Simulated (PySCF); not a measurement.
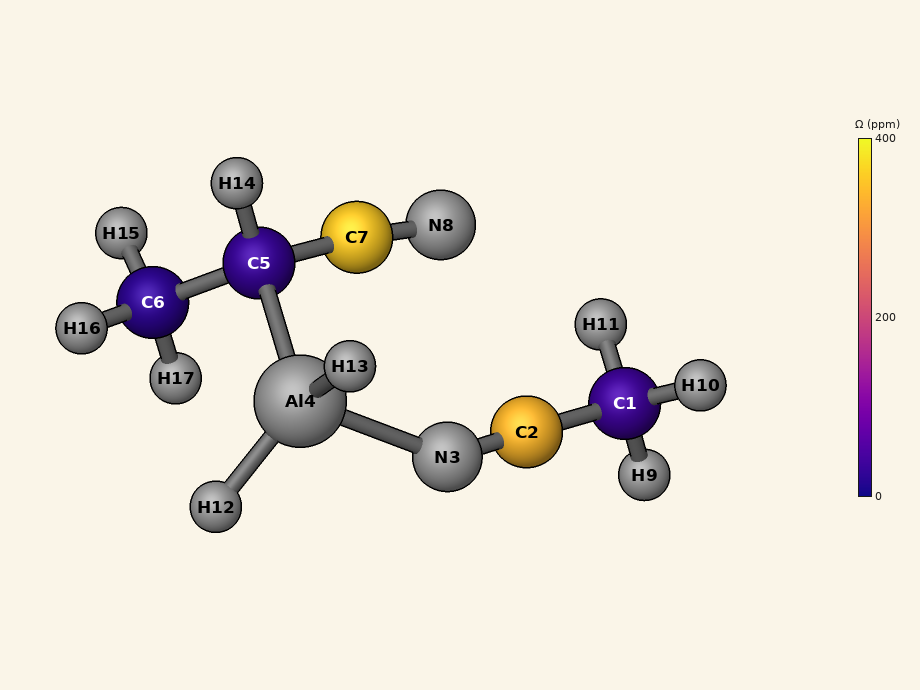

The C atoms are coloured by the span of their shielding tensor. Computed geometry: GFN2-xTB optimisation. No frequency run is at hand to confirm it as a minimum. Properties computed with GIAO PBE0/pcSseg-1 NMR shielding, non-relativistic, gas phase (PySCF 2.14.0). Principal shieldings σ11 ≤ σ22 ≤ σ33, span Ω = σ33 − σ11, skew κ = 3(σiso − σ22)/Ω.

Give the shielding tensors of the C atoms.

```tsv
atom	σ11	σ22	σ33	σiso	Ω	κ
C1	163.9	178.3	202.1	181.4	38.3	0.24
C2	−69.8	−57.0	268.9	47.4	338.7	0.92
C5	170.1	181.9	201.9	184.7	31.8	0.26
C6	158.8	163.5	181.7	168.0	22.8	0.59
C7	−73.7	−66.0	282.8	47.7	356.6	0.96
```

Shieldings and span in ppm.

The geometry is semi-empirical. Around Al such bond lengths and angles can be off by a tenth of an ångström or more and by several degrees, and values that hang on the shape move with them.
